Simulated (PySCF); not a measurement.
C4H9ClGeO (SMILES CO/C(=C/Cl)[CH2][GeH3])

| atom | x (Å) | y (Å) | z (Å) |
| --- | --- | --- | --- |
| C | -2.0298 | -0.6596 | -0.5333 |
| O | -0.6439 | -0.5195 | -0.3366 |
| C | -0.1668 | 0.5981 | 0.2763 |
| C | -0.9200 | 1.6028 | 0.7156 |
| Cl | -0.1934 | 2.9716 | 1.4804 |
| C | 1.3193 | 0.5344 | 0.3834 |
| Ge | 1.9398 | -1.1737 | -0.3894 |
| H | -2.1659 | -1.6238 | -1.0191 |
| H | -2.4182 | 0.1341 | -1.1778 |
| H | -2.5654 | -0.6507 | 0.4204 |
| H | -1.9913 | 1.6683 | 0.6474 |
| H | 1.6214 | 0.6242 | 1.4284 |
| H | 1.7654 | 1.3827 | -0.1392 |
| H | 1.3877 | -2.3521 | 0.3358 |
| H | 1.6190 | -1.2895 | -1.8399 |
| H | 3.4347 | -1.2384 | -0.2639 |

Geometry: GFN2-xTB.

Method: B3LYP/def2-SVPD, SCF density, gas phase in PySCF 2.14.0.

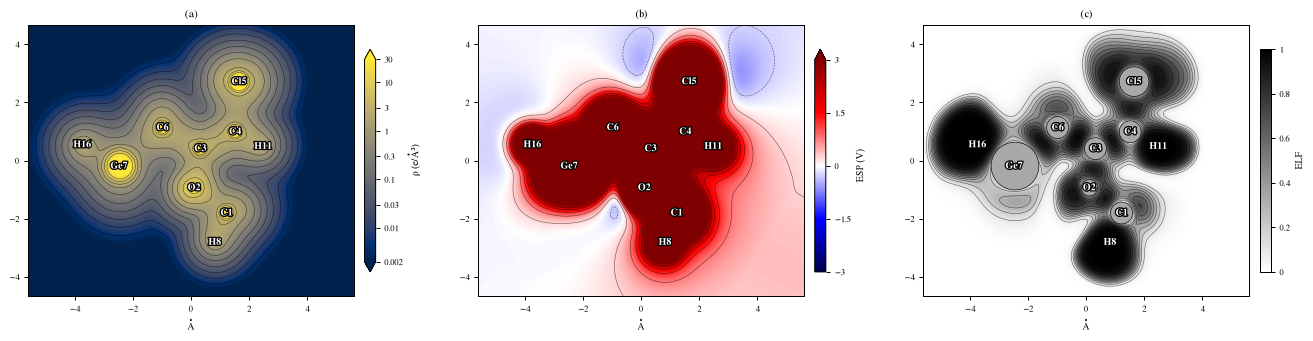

Figure 1. (a) total electron density; (b) electrostatic potential; (c) ELF on the plane of atoms C6, Ge7 and H16. Grey discs cover the atomic cores in the ELF map.

### Describe what can be read from this map.

The plane passes through C, O, Cl, Ge and H nuclei. C–C (1.33 Å): the density is about 2.3 e/Å³ at the midpoint; the ELF peaks at about 0.95 between the atoms; a short, multiple covalent bond. C–O (1.36 Å): the density is about 2.3 e/Å³ at the midpoint, with its minimum of 1.9 e/Å³ about 0.5 Å from C; the ELF peaks at about 0.90 between the atoms, as expected for a shared but strongly polarised pair. C–Cl (1.73 Å): the density is about 1.4 e/Å³ at the midpoint; the ELF peaks at about 0.90 between the atoms, as expected for a shared electron pair. C–Ge (1.97 Å): ρ at the midpoint is about 0.86 e/Å³; the ELF peaks at about 0.95 in the valence shell of C, 0.7 Å from its nucleus, and is about 0.70 at the midpoint. C–H (1.08 Å): ρ at the midpoint is about 2.1 e/Å³; the ELF climbs to about 1 towards the hydrogen, as it does in any bond to H; an ordinary covalent bond to hydrogen. The ELF also peaks beside Cl5, away from the bonds: lone-pair regions. Outside the dense part of the molecule the potential is most negative (−0.6 V) near Cl5.

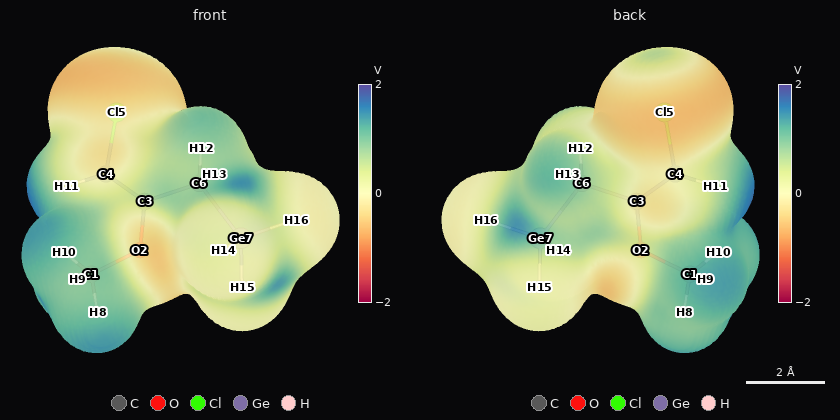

Figure 2. The electrostatic potential painted on the density surface at 0.004 e/bohr³, seen from the front and from behind; red is negative and blue positive.

### Where is the surface potential most negative and most positive?

The most negative region (about −0.6 V) lies over Cl5, the most positive (about +1.7 V) over H11. Cl5 shows a σ-hole: about +0.6 V at the tip opposite its bond, against about −0.3 V on its flanks.

### What dipole moment does the calculation give?

Its dipole moment is 2.19 D.
